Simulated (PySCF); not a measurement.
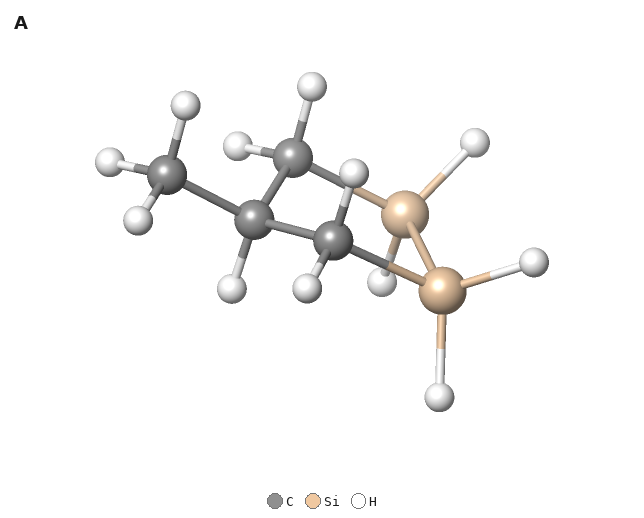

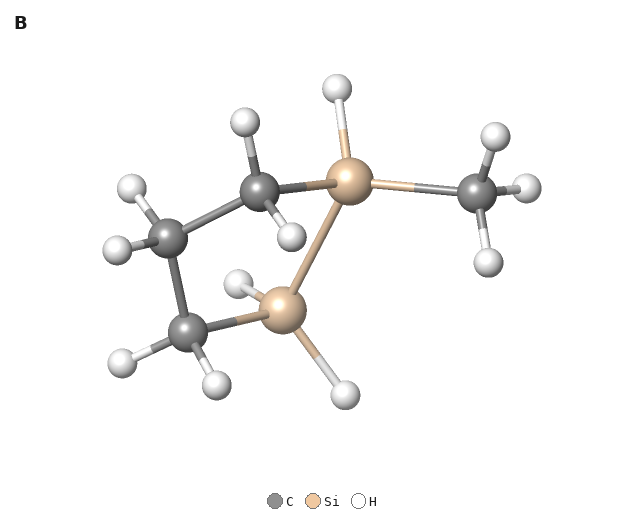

2 stationary structures of one formula. Geometries: PBE0-D3(BJ)/def2-SVP. Electronic energies: PBE0-D3(BJ)/def2-SVP (PySCF 2.14.0), without zero-point energy. No frequency run is at hand to confirm each as a minimum.

**Are they conformers, stereoisomers or constitutional isomers?**

They are constitutional isomers of C4H12Si2: A `CC1C[SiH2][SiH2]C1`, B `C[Si@@H]1CCC[SiH2]1`.

**Which structure is the most stable?**

B is lowest; A lies 0.282 eV above it.
